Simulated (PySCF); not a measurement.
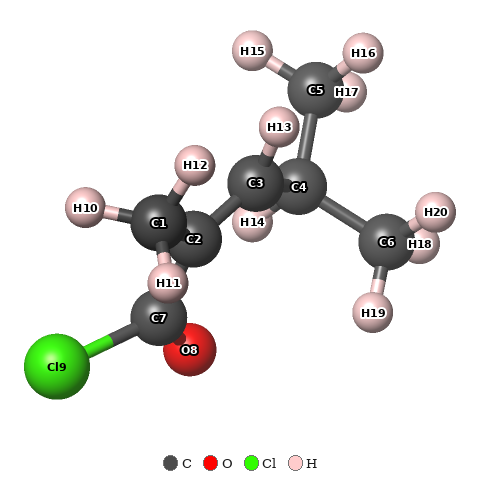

Geometry used (C₇H₁₁ClO, SMILES C/C(=C/C(C)C)C(=O)Cl).

GIAO shifts, PBE0/pcSseg-1, PySCF 2.14.0, at a PBE0-D3(BJ)/def2-SVP geometry (no frequency check), against H₂O for ¹⁷O and HCl for ³⁵Cl computed at the same level (¹⁷O: a single water molecule, while the usual scale starts at liquid water and gives values some tens of ppm lower; Cl: the usual scale starts at aqueous chloride instead). Gas phase, fully decoupled, line heights follow the number of nuclei, widths are arbitrary (no quadrupolar broadening); values of one conformer, averaged over nuclei that symmetry or rotation about single bonds exchange, these motions taken as fast; other conformers aren't averaged in.

> Predict the ¹⁷O spectrum.

1 signal.


```tsv
δ (ppm)	nuclei	atoms
576.8	1	O8
```

> Which ³⁵Cl signals does it give?

1 signal.


```tsv
δ (ppm)	nuclei	atoms
465.0	1	Cl9
```

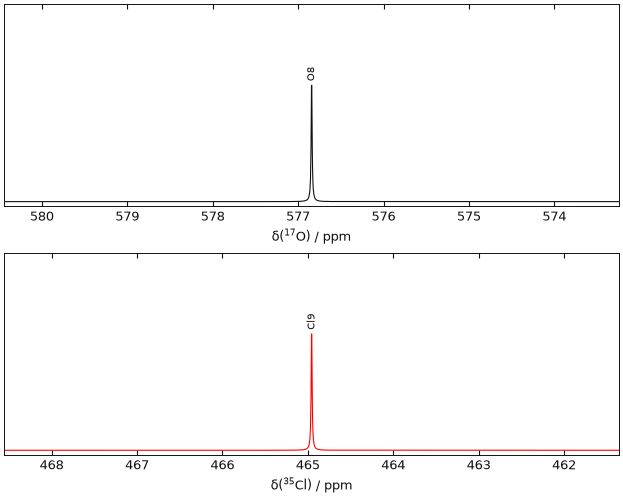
